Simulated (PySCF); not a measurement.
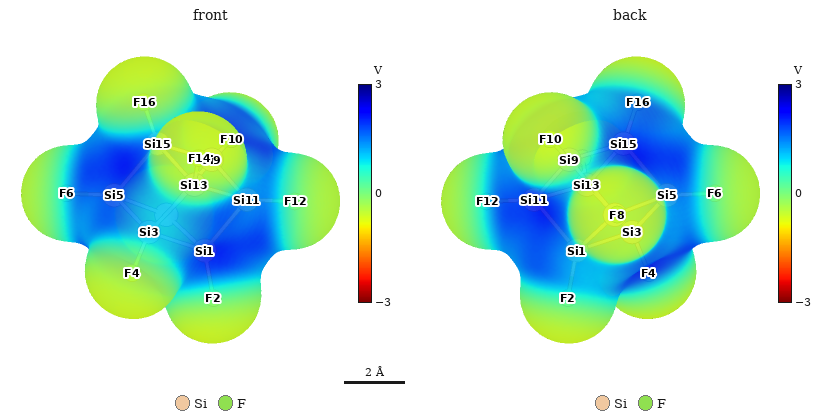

F8Si8 (Si8F8 cubane). The molecular electrostatic potential painted on the density surface at 0.002 e/bohr³, seen from the front and from behind; red is negative and blue positive.

Geometry: PBE0-D3(BJ)/def2-SVP.

All numbers below come from PBE0/pcSseg-1, SCF density, gas phase, non-relativistic in PySCF.

The calculation's input:

```
{"job": {"kind": "nmr", "xc": "PBE0", "basis": "pcSseg-1"}, "charge": 0, "multiplicity": 1}
Si    -1.062525     0.186808     1.654031
F     -2.034425     0.893595     2.751455
Si    -0.935359     1.699539    -0.313461
F     -1.984285     2.918230    -0.066383
Si    -1.249268    -0.005493    -1.871155
F     -2.140318    -0.009087    -3.223875
Si    -1.419068    -1.372686     0.010428
F     -2.109618    -2.846502     0.019595
Si     1.043080    -1.656506     0.245650
F      1.358259    -3.234653     0.485428
Si     1.249377    -0.002356     1.876149
F      2.142396    -0.004146     3.227452
Si     1.313029     1.465329     0.064807
F      2.606095     2.353901    -0.367816
Si     1.043895    -0.335913    -1.627088
F      2.144385    -0.083990    -2.798806
```

Command:

```sh
OMP_NUM_THREADS=2 python probes_run.py task.json out
```

Where is the surface potential most negative and most positive?

Answer. The most negative region (about −0.6 V) lies over the F atoms, the most positive (about +2.1 V) over the Si atoms.

How polar is the molecule by this calculation?

Answer. Its dipole moment is 0.02 D.
